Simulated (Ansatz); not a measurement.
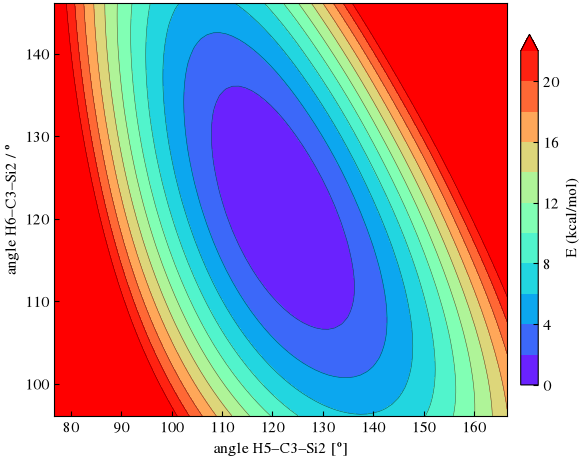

Energy landscape of C₂H₃Si, SMILES C#[Si][CH2], spin multiplicity 2. First axis: angle H5–C3–Si2. Second axis: angle H6–C3–Si2. Nothing is relaxed (all other coordinates rigid). Grid: 9 × 9 points. Energies are in kcal/mol, from the relaxed molecule at the same level. All numbers below come from Ansatz, UKS PBE0-D4/def2-TZVP.

The picture shows filled contours, one colour for all values above the top of the scale. Between grid points the surface is interpolated. 

Question: Where are the wells?

Answer: The lowest grid point is at angle H5–C3–Si2 = 121.6°, angle H6–C3–Si2 = 121.1°, 0.0 kcal/mol from the relaxed molecule at the same level. No other kind of well shows on this grid. The highest grid point, angle H5–C3–Si2 = 166.6°, angle H6–C3–Si2 = 146.1°, lies 76.4 kcal/mol above the lowest. Round the minimum the valley is strongly tilted: raising angle H5–C3–Si2 shifts the best value of angle H6–C3–Si2 downwards (coupling k₁₂/√(k₁₁k₂₂) about 0.6).

The input of one point:

```yaml
crystal:
  periodic: [false, false, false]
  atoms:
    - { symbol: C, position_ang: [-1.53026, -0.9724, -0.479065] }
    - { symbol: Si, position_ang: [-0.080045, -0.132897, -0.554468] }
    - { symbol: C, position_ang: [1.055074, 0.691607, 0.467124] }
    - { symbol: H, position_ang: [-2.287256, -1.502718, -1.03575] }
    - { symbol: H, position_ang: [1.94719, 1.153575, 0.065964] }
    - { symbol: H, position_ang: [0.896134, 0.763421, 1.53679] }
magnetization:
  spin_polarized: true
  initial_magnetization: 1
basis:
  gaussian: { orbitals: def2-TZVP }
hamiltonian:
  xc: pbe0
  dispersion: d4
output:
  forces: true
```

Each point was launched as `ansatz run input.yaml --threads 1 --pin off --max-ram 2560MiB --backend cpu --events-out ev --progress --plain --runs-dir out`. The whole map (81 points run) took 11 min on 1 thread of Intel(R) Xeon(R) Platinum 8259CL CPU @ 2.50GHz (Skylake/Cascade Lake), with other jobs on the host.
